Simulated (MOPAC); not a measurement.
# Geometry relaxation, with input and output: BP2H5Cl (charge −1) (part 2 of 2)

BP2H5Cl, charge −1, SMILES P[BH-](P)Cl; PM6, closed shell, COSMO solvent dichloromethane (MOPAC 23.2.5). 

Geometry of the input (Å):
```
P  0.9606  0.1050  0.1085
B  2.8658  0.1326  -0.3094
P  3.7346  1.6731  0.5086
Cl 3.6597  -1.4402  0.2798
H  0.9082  1.3797  0.8045
H  1.1039  -0.6579  1.3363
H  2.9954  0.2033  -1.4916
H  5.0226  1.0275  0.6983
H  3.2764  1.3677  1.8525
```

## Trajectory as extended XYZ, continued
```
9
Properties=species:S:1:pos:R:3:forces:R:3 step=14 energy=-4.44925
P     0.8296    0.0774    0.1783    0.2971  -0.0187  -0.0804
B     2.8999    0.0661   -0.3475   -0.3338   0.6961  -0.0748
P     3.8953    1.7015    0.5879   -0.1849  -0.3185  -0.0747
Cl    3.6780   -1.5602    0.1148    0.2097  -0.4669   0.1005
H     0.6980    1.3971    0.7720   -0.0603  -0.0160  -0.0315
H     0.9153   -0.7331    1.3773   -0.1290  -0.0551   0.0684
H     3.0101    0.1636   -1.5396   -0.0118   0.0356   0.0547
H     5.2157    1.1292    0.7467    0.1375   0.0118  -0.0008
H     3.3854    1.5492    1.9396    0.0754   0.1318   0.0387
9
Properties=species:S:1:pos:R:3:forces:R:3 step=17 energy=-4.48675
P     0.8370    0.0611    0.1876    0.0203   0.0099  -0.0341
B     2.8897    0.0844   -0.3351   -0.0058   0.0077   0.0152
P     3.9275    1.6686    0.5930   -0.0595   0.0187   0.0704
Cl    3.6757   -1.6073    0.0386   -0.0011   0.0218   0.0059
H     0.6599    1.3883    0.7526   -0.0093  -0.0409  -0.0036
H     0.8599   -0.7457    1.3931   -0.0212   0.0080   0.0344
H     2.9797    0.2103   -1.5229    0.0264   0.0128  -0.0457
H     5.2638    1.1319    0.7652    0.0003  -0.0698  -0.0393
H     3.4342    1.5992    1.9575    0.0499   0.0318  -0.0033
9
Properties=species:S:1:pos:R:3:forces:R:3 step=19 energy=-4.48792
P     0.8394    0.0595    0.1865   -0.0386  -0.0432  -0.0053
B     2.8888    0.0876   -0.3358    0.0242  -0.0176  -0.0349
P     3.9252    1.6674    0.5984    0.0558   0.0265  -0.0460
Cl    3.6756   -1.6058    0.0370   -0.0010   0.0298  -0.0016
H     0.6583    1.3843    0.7515   -0.0138   0.0084   0.0028
H     0.8559   -0.7442    1.3960   -0.0058   0.0182  -0.0069
H     2.9818    0.2141   -1.5260    0.0187   0.0113   0.0342
H     5.2624    1.1239    0.7603   -0.0509  -0.0380  -0.0310
H     3.4399    1.6039    1.9617    0.0114   0.0047   0.0887
9
Properties=species:S:1:pos:R:3:forces:R:3 step=22 energy=-4.48658
P     0.8359    0.0486    0.1837   -0.0310   0.0257  -0.0036
B     2.8856    0.0940   -0.3341    0.0021  -0.0019   0.0037
P     3.9288    1.6673    0.6079    0.0500  -0.0150  -0.0277
Cl    3.6765   -1.5998    0.0226    0.0098   0.0204  -0.0024
H     0.6508    1.3754    0.7429   -0.0270   0.0239  -0.0159
H     0.8447   -0.7396    1.4020    0.0186  -0.0252   0.0049
H     2.9843    0.2382   -1.5217    0.0012  -0.0019   0.0244
H     5.2546    1.0900    0.7445   -0.0284   0.0054  -0.0033
H     3.4661    1.6168    1.9817    0.0048  -0.0314   0.0197
9
Properties=species:S:1:pos:R:3:forces:R:3 step=25 energy=-4.48700
P     0.8307    0.0501    0.1841    0.0232   0.0122  -0.0033
B     2.8824    0.0966   -0.3320   -0.0046   0.0104   0.0319
P     3.9314    1.6667    0.6086   -0.0216  -0.0023   0.0259
Cl    3.6799   -1.5939    0.0214   -0.0017  -0.0044   0.0082
H     0.6436    1.3795    0.7380   -0.0217  -0.0034  -0.0030
H     0.8480   -0.7418    1.4009    0.0014   0.0092  -0.0035
H     2.9860    0.2419   -1.5170   -0.0133   0.0069  -0.0369
H     5.2517    1.0805    0.7401    0.0274  -0.0079  -0.0036
H     3.4737    1.6112    1.9854    0.0107  -0.0207  -0.0157
9
Properties=species:S:1:pos:R:3:forces:R:3 step=28 energy=-4.48724
P     0.8305    0.0522    0.1840    0.0010  -0.0087  -0.0106
B     2.8815    0.1009   -0.3302    0.0053  -0.0020  -0.0013
P     3.9345    1.6647    0.6130    0.0205  -0.0004  -0.0038
Cl    3.6810   -1.5907    0.0199   -0.0141   0.0027   0.0026
H     0.6317    1.3814    0.7335   -0.0036  -0.0029   0.0058
H     0.8484   -0.7407    1.4001   -0.0020   0.0188   0.0021
H     2.9829    0.2475   -1.5162   -0.0077   0.0045  -0.0127
H     5.2541    1.0721    0.7355    0.0028   0.0100  -0.0031
H     3.4828    1.6033    1.9900   -0.0023  -0.0220   0.0209
9
Properties=species:S:1:pos:R:3:forces:R:3 step=31 energy=-4.48835
P     0.8291    0.0555    0.1797   -0.0104   0.0023   0.0105
B     2.8812    0.1108   -0.3316   -0.0235  -0.0090   0.0105
P     3.9443    1.6598    0.6240    0.0267  -0.0268   0.0643
Cl    3.6738   -1.5843    0.0168   -0.0054  -0.0082  -0.0179
H     0.6085    1.3828    0.7255    0.0257   0.0114  -0.0119
H     0.8487   -0.7282    1.4012   -0.0015  -0.0017   0.0053
H     2.9735    0.2609   -1.5178    0.0248   0.0071  -0.0040
H     5.2662    1.0622    0.7263   -0.0599   0.0350  -0.0092
H     3.5021    1.5712    2.0055    0.0237  -0.0100  -0.0476
9
Properties=species:S:1:pos:R:3:forces:R:3 step=33 energy=-4.48944
P     0.8266    0.0547    0.1797    0.0110   0.0097   0.0112
B     2.8789    0.1109   -0.3309    0.0017   0.0012  -0.0125
P     3.9448    1.6588    0.6264   -0.0450  -0.0015  -0.0010
Cl    3.6721   -1.5845    0.0137   -0.0062  -0.0140  -0.0135
H     0.6112    1.3834    0.7238    0.0146   0.0127  -0.0096
H     0.8482   -0.7271    1.4025   -0.0042  -0.0005   0.0045
H     2.9760    0.2635   -1.5172    0.0089   0.0054   0.0152
H     5.2642    1.0627    0.7252    0.0161  -0.0008  -0.0057
H     3.5054    1.5684    2.0063    0.0032  -0.0121   0.0114
9
Properties=species:S:1:pos:R:3:forces:R:3 step=36 energy=-4.48900
P     0.8172    0.0581    0.1781    0.0471   0.0294   0.0247
B     2.8696    0.1206   -0.3310    0.0436  -0.0072  -0.0448
P     3.9472    1.6469    0.6488   -0.0863   0.0109  -0.0023
Cl    3.6527   -1.5842   -0.0093    0.0069  -0.0301  -0.0158
H     0.6038    1.3940    0.7045   -0.0025   0.0187  -0.0078
H     0.8448   -0.7068    1.4123   -0.0069   0.0080  -0.0119
H     2.9799    0.2921   -1.5149   -0.0290  -0.0015   0.0450
H     5.2709    1.0582    0.7067    0.0493  -0.0216  -0.0244
H     3.5412    1.5118    2.0342   -0.0221  -0.0066   0.0373
9
Properties=species:S:1:pos:R:3:forces:R:3 step=39 energy=-4.48702
P     0.8052    0.0664    0.1758    0.0813   0.0643   0.0492
B     2.8583    0.1348   -0.3299    0.0717  -0.0163  -0.0981
P     3.9498    1.6268    0.6865   -0.0758  -0.0207   0.0902
Cl    3.6232   -1.5859   -0.0479    0.0220  -0.0335  -0.0204
H     0.5903    1.4136    0.6736   -0.0120   0.0016  -0.0104
H     0.8395   -0.6729    1.4265   -0.0131   0.0239  -0.0339
H     2.9821    0.3372   -1.5098   -0.0669  -0.0184   0.0961
H     5.2824    1.0519    0.6747    0.0142  -0.0066  -0.0410
H     3.5965    1.4188    2.0800   -0.0214   0.0057  -0.0318
9
Properties=species:S:1:pos:R:3:forces:R:3 step=42 energy=-4.49000
P     0.8032    0.0711    0.1758    0.0722   0.0324   0.0142
B     2.8560    0.1404   -0.3300    0.0288  -0.0520  -0.0005
P     3.9489    1.6154    0.7026    0.0601   0.0216  -0.0301
Cl    3.6138   -1.5848   -0.0647    0.0362  -0.0597  -0.0220
H     0.5847    1.4202    0.6620   -0.0164   0.0442   0.0064
H     0.8366   -0.6588    1.4311   -0.0100   0.0142  -0.0171
H     2.9803    0.3545   -1.5038   -0.0583   0.0011  -0.0098
H     5.2863    1.0466    0.6636   -0.0475   0.0213  -0.0371
H     3.6177    1.3861    2.0929   -0.0651  -0.0233   0.0961
9
Properties=species:S:1:pos:R:3:forces:R:3 step=45 energy=-4.48808
P     0.7992    0.0818    0.1747   -0.0044   0.0805   0.0534
B     2.8480    0.1496   -0.3251    0.1129   0.0008  -0.1726
P     3.9536    1.5943    0.7371   -0.0447  -0.0225   0.1905
Cl    3.5918   -1.5891   -0.1043    0.0361  -0.0370  -0.0265
H     0.5720    1.4415    0.6346    0.0045  -0.0233  -0.0108
H     0.8300   -0.6268    1.4426   -0.0141   0.0250  -0.0180
H     2.9769    0.3961   -1.4982   -0.0792  -0.0453   0.1432
H     5.2917    1.0401    0.6340    0.0022   0.0070  -0.0301
H     3.6641    1.3034    2.1341   -0.0132   0.0148  -0.1292
9
Properties=species:S:1:pos:R:3:forces:R:3 step=47 energy=-4.35216
P     0.8317    0.1125    0.1887   -0.1095  -0.5915  -0.5068
B     2.8826    0.1416   -0.3402   -0.4293  -0.2903   1.6659
P     3.9648    1.5538    0.7659   -0.3803   1.0235  -1.8224
Cl    3.6232   -1.5887   -0.1416    0.0322  -0.1538  -0.0504
H     0.5631    1.4426    0.6358    0.0191   0.6255   0.1911
H     0.8135   -0.6040    1.4372    0.0503  -0.1422   0.2877
H     2.9294    0.3992   -1.4555    0.2174   0.3649  -1.5999
H     5.2672    1.0156    0.6423    1.0160  -0.3872   0.0137
H     3.6519    1.3182    2.0970   -0.4158  -0.4489   1.8211
9
Properties=species:S:1:pos:R:3:forces:R:3 step=50 energy=-3.93212
P     0.8321    0.0451    0.1693    0.0053   1.0228  -0.0198
B     2.9161    0.1312   -0.3362   -1.0308  -0.1544  -0.5109
P     3.8974    1.6340    0.7076    4.0196   0.0044  -4.8680
Cl    3.6512   -1.5594    0.0089    0.2656  -0.3715  -0.0123
H     0.5818    1.3906    0.7360    0.1526  -0.5882  -0.4265
H     0.8417   -0.6779    1.4089    0.0550  -0.3736   0.3414
H     2.9412    0.2655   -1.5512    0.2291   0.1083   0.6569
H     5.3443    1.0420    0.7319   -2.2802   0.9382   0.0437
H     3.5216    1.5199    1.9543   -1.4161  -0.5860   4.7954
9
Properties=species:S:1:pos:R:3:forces:R:3 step=53 energy=-3.92955
P     0.8611   -0.0091    0.1873   -0.0479   0.2873   0.6931
B     2.8956    0.0449   -0.3307    0.9025   0.0771  -1.3191
P     3.9427    1.7924    0.3728   -1.1581  -1.2886   3.8853
Cl    3.7887   -1.5971    0.2268   -0.2905   0.5843  -0.1522
H     0.7131    1.2911    0.8713   -0.0037  -0.5805  -0.2550
H     0.8845   -0.9184    1.3422   -0.0284   0.3201  -0.3671
H     3.0226    0.0357   -1.5760   -0.1807  -0.0910   1.3296
H     5.1857    1.1409    0.8789   -0.6925   0.4775  -0.5644
H     3.2334    1.8278    1.8568    1.4993   0.2137  -3.2501
9
Properties=species:S:1:pos:R:3:forces:R:3 step=56 energy=-3.95574
P     0.7402    0.0853    0.1469   -0.1911   2.3468   0.8576
B     2.8012    0.2352   -0.3046   -0.1037  -0.2501  -2.0869
P     3.9274    1.4540    0.9057    2.4288   0.8246  -1.1047
Cl    3.4586   -1.5604   -0.2343    0.1500  -0.1365  -0.1832
H     0.4594    1.5750    0.4571    0.3198  -2.0463  -0.5018
H     0.8004   -0.4025    1.5255   -0.0616   0.0150  -0.3097
H     2.9676    0.6012   -1.5441   -0.2883  -0.6019   2.3118
H     5.3674    1.0284    0.5110   -2.1796   0.4681   0.8244
H     3.8334    1.2278    2.3196   -0.0744  -0.6197   0.1925
9
Properties=species:S:1:pos:R:3:forces:R:3 step=58 energy=-1.97952
P     0.9416    0.2071    0.0050   -4.4031  -3.3684   5.2891
B     2.8871    0.0862   -0.3763    1.1517  -0.0713   2.8060
P     3.7980    1.5283    0.8371    5.1783  -1.2170   0.1563
Cl    3.7044   -1.6001   -0.2343   -0.3679   0.3973  -0.3642
H     0.4456    1.4936    0.4571    0.6960   0.2886  -0.2051
H     0.7395   -0.5287    1.6212    0.5609   1.8027  -4.3188
H     2.7788    0.6012   -1.3649    1.2153   0.5932  -3.1340
H     5.3342    0.8922    0.6294   -3.4038   1.7766   0.3092
H     3.8334    1.2278    2.2757   -0.6273  -0.2017  -0.5385
9
Properties=species:S:1:pos:R:3:forces:R:3 step=61 energy=3.80821
P     0.8638   -0.0321    0.0737   -2.5316   6.1747   0.2830
B     2.8167    0.4767   -0.1826   -1.2993  -3.8676  -7.4327
P     3.8559    1.3283    1.0579    7.0587   9.2132 -19.0020
Cl    3.3142   -1.3826   -0.0343    0.7021  -1.7751  -0.1080
H     0.3751    1.6583    0.6571    0.9191  -4.2172  -1.9432
H     0.8623   -0.3287    1.4212   -0.0072  -1.1760   2.1735
H     2.9842    0.4012   -1.6531   -0.1677   1.2362   4.3956
H     5.5309    1.2202    0.7208   -4.2833   0.0312   0.4876
H     3.8674    1.0911    2.0757   -0.3909  -5.6194  21.1462
9
Properties=species:S:1:pos:R:3:forces:R:3 step=64 energy=5.19779
P     0.6095    0.5068   -0.0110   -4.6812   3.9749   5.9159
B     2.5021    0.7410   -0.0112    1.6615  -0.7985  -3.8215
P     3.7436    0.8723    1.3227    8.1987   1.2116   1.2109
Cl    2.7587   -1.7219   -0.6343    0.1929  -0.3937  -0.3171
H     0.0094    2.2583    0.0571    1.7329  -4.6252  -0.1718
H     0.5970    0.2278    2.0042   -0.3727   0.6444  -4.9756
H     2.9942    1.0012   -1.1703   -0.5762  -0.1493   1.9933
H     5.6181    0.8410    0.1208   -3.9763   0.0675   2.5624
H     4.4674    0.4911    2.6757   -2.1797   0.0684  -2.3965
```

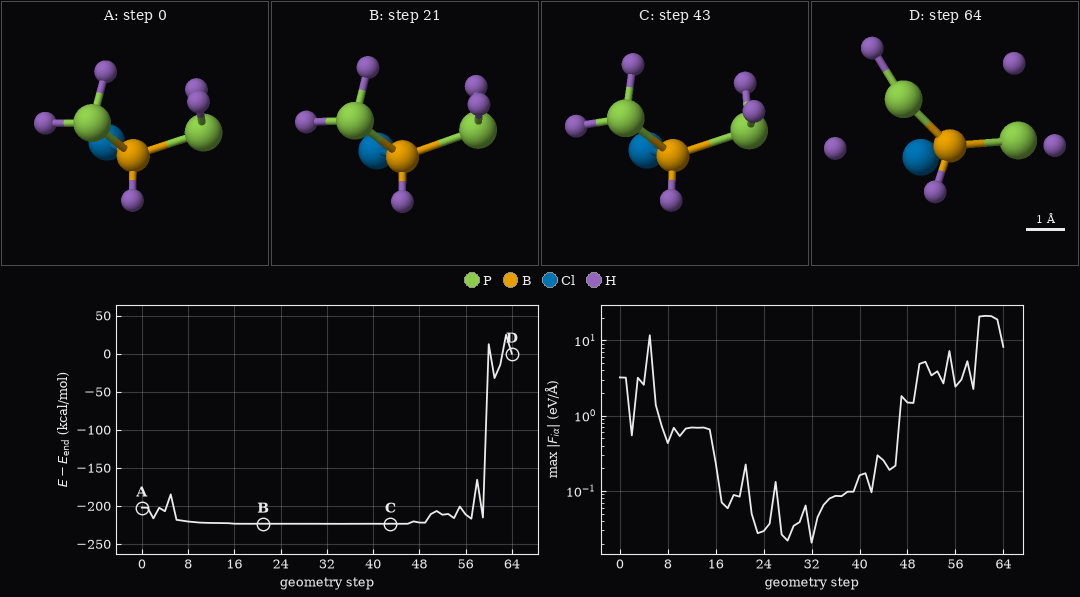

**Figure 1.** Frames of the relaxation (ball-and-stick view, seen at a tilt) above the curves, on which the letters mark them (steps are counted from 0).

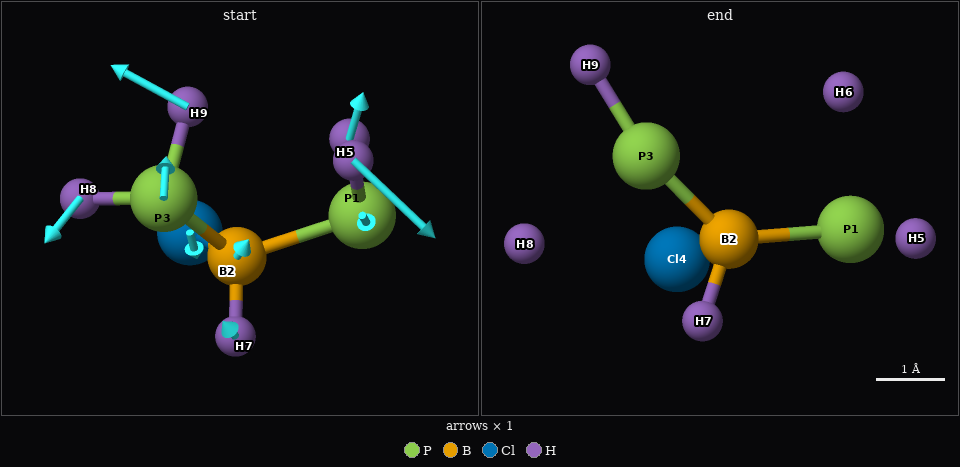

**Figure 2.** Before (left) and after (right) the relaxation, at one scale (ball-and-stick view, seen at a tilt). The teal arrows give the displacements, at true length. The largest move after the best rigid fit is that of H5, 1.68 Å. By element the largest moves are H 1.68 Å, P 0.80 Å, Cl 0.60 Å, B 0.43 Å. Distances before and after: P3–H8 1.453 → 2.227 Å, B2–Cl4 1.858 → 2.553 Å, P1–H6 1.453 → 2.035 Å, P1–H5 1.453 → 1.853 Å. Bonds break: B2–Cl4 (1.86 → 2.55 Å), P1–H6 (1.45 → 2.03 Å), P3–H8 (1.45 → 2.23 Å). Among the angles that change: B2–P3–H9 94.7° → 156.7°, P1–B2–P3 110.9° → 133.1°, P1–B2–H7 108.6° → 113.9°. After 64 geometry steps the energy has risen by 202.1 kcal/mol. Largest force component: 3.2 eV/Å at the start, 8.2 eV/Å at the end. (Atoms are counted from 1 in the order of the input.)

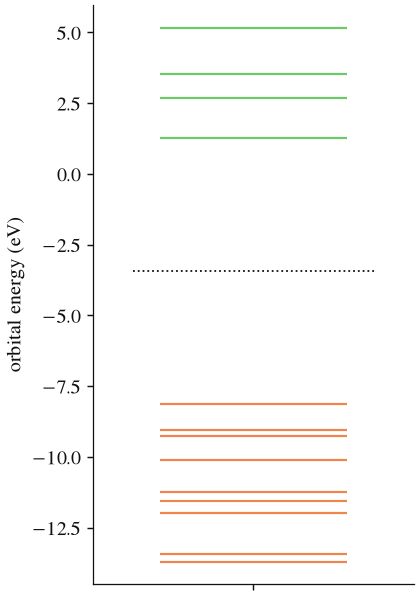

**Figure 3.** Orbital energies near the frontier; the dotted line parts filled from empty levels, and levels within 0.02 eV of each other stand side by side. Highest filled −8.15 eV, lowest empty 1.26 eV, 9.41 eV apart.

## Results in brief

```csv
quantity,value
outcome,converged
heat of formation,−103.56 kcal/mol
basis functions,36
largest force,0.067 eV/Å
HOMO,−8.15 eV
LUMO,1.25 eV
wall time,0.68 s
peak memory,0.12 GiB
```

Notes on the run: HEAT OF FORMATION IS ESSENTIALLY STATIONARY. MOPAC's energies along a path are heats of formation.
